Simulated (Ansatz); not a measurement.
# Ga2H4O: small, medium and large basis sets

Aim: see how fast density functionals converge with the basis set for Ga2H4O.

Computed with Ansatz 0.2.0, Gaussian basis. Level: one geometry, several basis sets.

Levels to be run: PBE0-D4/def2-SVP; ωB97M-V/def2-SVP; PBE0-D4/def2-QZVPP; ωB97M-V/def2-QZVPP; the functionals' def2-TZVPP values are taken from earlier runs.

## (1) The geometry

All runs share one geometry, relaxed beforehand with PBE0-D4 in a triple-zeta def2 set.

7 atoms, charge 0, spin multiplicity 1.

Atoms are counted from 1 here; the program's logs count them from 0.

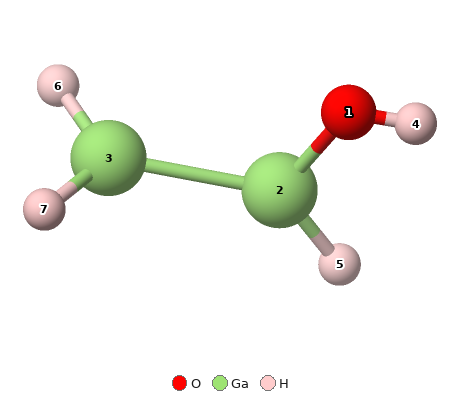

The structure; oxygen red, gallium green, hydrogen pink; atoms are numbered from 1 in the order of the file.

Coordinates:

```xyz
7
Ga2H4O
O    -1.81624   -0.84565   -0.17744
Ga   -0.50585    0.30310   -0.62886
Ga    1.47992    0.07292    0.80739
H    -2.60232   -0.77355   -0.72311
H    -0.84848    1.24536   -1.84947
H     2.65366   -0.91014    0.43839
H     1.63933    0.90799    2.13311
```

## (2) PBE0-D4 in def2-SVP

The input, in.yaml:

```yaml
crystal:
  periodic: [false, false, false]
  atoms:
    - {symbol: O, position_ang: [-1.816238, -0.845654, -0.177444]}
    - {symbol: Ga, position_ang: [-0.505853, 0.303095, -0.628862]}
    - {symbol: Ga, position_ang: [1.479916, 0.072921, 0.807388]}
    - {symbol: H, position_ang: [-2.602321, -0.773548, -0.723106]}
    - {symbol: H, position_ang: [-0.848481, 1.245356, -1.849469]}
    - {symbol: H, position_ang: [2.653657, -0.910145, 0.438389]}
    - {symbol: H, position_ang: [1.639330, 0.907985, 2.133114]}
basis:
  gaussian: {orbitals: def2-SVP}
hamiltonian: {xc: pbe0, dispersion: d4}
output: {orbitals: {seedname: orbitals}}
```

The run is started by

```console
$ ansatz run in.yaml --threads 2 --pin off --events-out ev --progress --plain --max-ram 4352MiB
```

The log of the run:

```text
Functional definition: PBE0
  name "PBE0"
  cite "Adamo & Barone, J. Chem. Phys. 110, 6158 (1999) doi:10.1063/1.478522"
  cite "Perdew, Burke & Ernzerhof, Phys. Rev. Lett. 77, 3865 (1996) doi:10.1103/PhysRevLett.77.3865"
  parent pbe
  parameter a = 0.25
  parameter kappa = 0.804
  parameter beta = 0.06672455060314922
  exchange = (1 - a)*pbe_x(kappa = kappa, mu = beta*pi^2/3) + a*exact_x
  correlation = pbe_c(beta = beta)
981 factors; integrals over basis functions are off by at most 6.6e-4 eV
mean field evaluation 1: about -106831.8458 eV, gradient 5.6e1 eV
mean field evaluation 2: about -106797.3568 eV, gradient 1.3e2 eV
mean field evaluation 4: about -106837.2298 eV, gradient 8.2e0 eV
mean field evaluation 8: about -106837.3294 eV, gradient 1.7e-1 eV
mean field evaluation 16: about -106837.3294 eV, gradient 3.7e-5 eV
mean field -106837.32944653 eV, -3926.1994402173 hartree, gradient 3.7e-5 eV, S^2 0.000000; 0 other end points of the search recorded, 0 dependent functions left out
reference -106837.32947873 eV, -3926.1994414004 hartree; 37, 37 occupied and 61, 61 virtual orbitals, 981 factors
Total energy: -106837.43777935 eV, -3926.2034213747 hartree
```

Run time: 1.1 s. Hardware: 2 threads of INTEL XEON PLATINUM 8581C at 2.30GHz, shared host.

## (3) ωB97M-V in def2-SVP

Changes to in.yaml since step 2:

```diff
@@ -12,3 +12,3 @@
   gaussian: {orbitals: def2-SVP}
-hamiltonian: {xc: pbe0, dispersion: d4}
+hamiltonian: {xc: {name: wB97M-V}}
 output: {orbitals: {seedname: orbitals}}
```

The command is unchanged.

The log of the run (excerpt; [...] marks lines left out):

```text
Functional definition: wB97M-V
  name "wB97M-V"
  cite "Mardirossian & Head-Gordon, J. Chem. Phys. 144, 214110 (2016) doi:10.1063/1.4952647"
  cite "Becke, J. Chem. Phys. 107, 8554 (1997) doi:10.1063/1.475007"
  cite "Vydrov & Van Voorhis, J. Chem. Phys. 133, 244103 (2010) doi:10.1063/1.3521275"
  # Of w^i u^j: cxij and so on, Table III.
[...]
  gx(w, u) = 1 - cx + cx01*u + cx10*w
  gss(w, u) = css00 + css04*u^4 + css10*w + css20*w^2 + css43*w^4*u^3
  gos(w, u) = cos00 + cos10*w + (cos20 + cos21*u)*w^2 + (cos60 + cos61*u)*w^6
[...]
      + integral(e_c_pw_mod_opposite_spin*gos(b97_w_opposite, b97_u_opposite)) + vv10(b, c)
981 factors; integrals over basis functions are off by at most 6.6e-4 eV
264 factors; integrals over basis functions are off by at most 6.7e-6 eV
[...]
mean field -106846.78943020 eV, -3926.5470882048 hartree, gradient 2.3e-5 eV, S^2 0.000000; 0 other end points of the search recorded, 0 dependent functions left out
reference -106846.78948250 eV, -3926.5470901266 hartree; 37, 37 occupied and 61, 61 virtual orbitals, 981 factors
Total energy: -106846.78948250 eV, -3926.5470901266 hartree
```

Wall time 3.6 s (2 threads of INTEL XEON PLATINUM 8581C at 2.30GHz, shared host); peak memory 0.32 GiB.

## (4) PBE0-D4 in def2-QZVPP

Changes to in.yaml since step 3:

```diff
@@ -11,4 +11,4 @@
 basis:
-  gaussian: {orbitals: def2-SVP}
-hamiltonian: {xc: {name: wB97M-V}}
+  gaussian: {orbitals: "def2-QZVPP.json"}
+hamiltonian: {xc: pbe0, dispersion: d4}
 output: {orbitals: {seedname: orbitals}}
```

The command is unchanged.

The log of the run:

```text
Functional definition: PBE0
  name "PBE0"
  cite "Adamo & Barone, J. Chem. Phys. 110, 6158 (1999) doi:10.1063/1.478522"
  cite "Perdew, Burke & Ernzerhof, Phys. Rev. Lett. 77, 3865 (1996) doi:10.1103/PhysRevLett.77.3865"
  parent pbe
  parameter a = 0.25
  parameter kappa = 0.804
  parameter beta = 0.06672455060314922
  exchange = (1 - a)*pbe_x(kappa = kappa, mu = beta*pi^2/3) + a*exact_x
  correlation = pbe_c(beta = beta)
1594 factors; their error is unknown
mean field evaluation 1: about -106849.1277 eV, gradient 6.6e1 eV
mean field evaluation 2: about -106803.2673 eV, gradient 1.5e2 eV
mean field evaluation 4: about -106855.5588 eV, gradient 1.2e1 eV
mean field evaluation 8: about -106855.6624 eV, gradient 2.1e-1 eV
mean field evaluation 16: about -106855.9641 eV, gradient 1.3e-4 eV
mean field -106855.96412858 eV, -3926.8842521514 hartree, gradient 3.6e-5 eV, S^2 0.000000; 0 other end points of the search recorded, 0 dependent functions left out
reference -106855.96417320 eV, -3926.8842537912 hartree; 37, 37 occupied and 318, 318 virtual orbitals, 1594 factors
Total energy: -106856.07247382 eV, -3926.8882337655 hartree
```

Run time: 6.5 s. Hardware: 2 threads of INTEL XEON PLATINUM 8581C at 2.30GHz, shared host; peak memory 1.2 GiB.

## (5) ωB97M-V in def2-QZVPP

Changes to in.yaml since step 4:

```diff
@@ -12,3 +12,3 @@
   gaussian: {orbitals: "def2-QZVPP.json"}
-hamiltonian: {xc: pbe0, dispersion: d4}
+hamiltonian: {xc: {name: wB97M-V}}
 output: {orbitals: {seedname: orbitals}}
```

Same command.

The log of the run (excerpt; [...] marks lines left out):

```text
Functional definition: wB97M-V
  name "wB97M-V"
  cite "Mardirossian & Head-Gordon, J. Chem. Phys. 144, 214110 (2016) doi:10.1063/1.4952647"
  cite "Becke, J. Chem. Phys. 107, 8554 (1997) doi:10.1063/1.475007"
  cite "Vydrov & Van Voorhis, J. Chem. Phys. 133, 244103 (2010) doi:10.1063/1.3521275"
  # Of w^i u^j: cxij and so on, Table III.
[...]
  gx(w, u) = 1 - cx + cx01*u + cx10*w
  gss(w, u) = css00 + css04*u^4 + css10*w + css20*w^2 + css43*w^4*u^3
  gos(w, u) = cos00 + cos10*w + (cos20 + cos21*u)*w^2 + (cos60 + cos61*u)*w^6
[...]
      + integral(e_c_pw_mod_opposite_spin*gos(b97_w_opposite, b97_u_opposite)) + vv10(b, c)
1584 factors; their error is unknown
306 factors; integrals over basis functions are off by at most 9.7e-6 eV
[...]
mean field -106865.38620246 eV, -3927.2305069800 hartree, gradient 5.7e-5 eV, S^2 0.000000; 0 other end points of the search recorded, 0 dependent functions left out
reference -106865.38627339 eV, -3927.2305095865 hartree; 37, 37 occupied and 318, 318 virtual orbitals, 1584 factors
Total energy: -106865.38627339 eV, -3927.2305095865 hartree
```

It took 14 s on 2 threads of INTEL XEON PLATINUM 8581C at 2.30GHz, shared host; peak memory 1.2 GiB.

## (6) Functionals by basis

The def2-TZVPP values come from earlier runs at the same geometry.

```csv
functional,basis,functions,energy (eV),from the largest (eV),HOMO (eV),LUMO (eV)
PBE0-D4,def2-SVP,98,-106837.4378,18.635,-7.18,-2.07
PBE0-D4,def2-TZVPP,183,-106853.5602,2.512,-7.24,-2.13
PBE0-D4,def2-QZVPP,355,-106856.0725,0.000,-7.25,-2.15
ωB97M-V,def2-SVP,98,-106846.7895,18.597,-9.16,-0.31
ωB97M-V,def2-TZVPP,183,-106862.9390,2.447,-9.26,-0.41
ωB97M-V,def2-QZVPP,355,-106865.3863,0.000,-9.28,-0.52
```

## (7) Summary of results

```
                                       quantity           value
PBE0-D4: double and triple zeta above quadruple  18.63, 2.51 eV
ωB97M-V: double and triple zeta above quadruple  18.60, 2.45 eV
```

What this shows: PBE0-D4 gains 16.12 eV from double to triple zeta, then 2.51 eV more. These are total energies; as a rule much of such shifts cancels in differences, which this series doesn't test.

For PBE0-D4 the largest set took about 6 times as long as the smallest (6.5 s against 1.1 s).
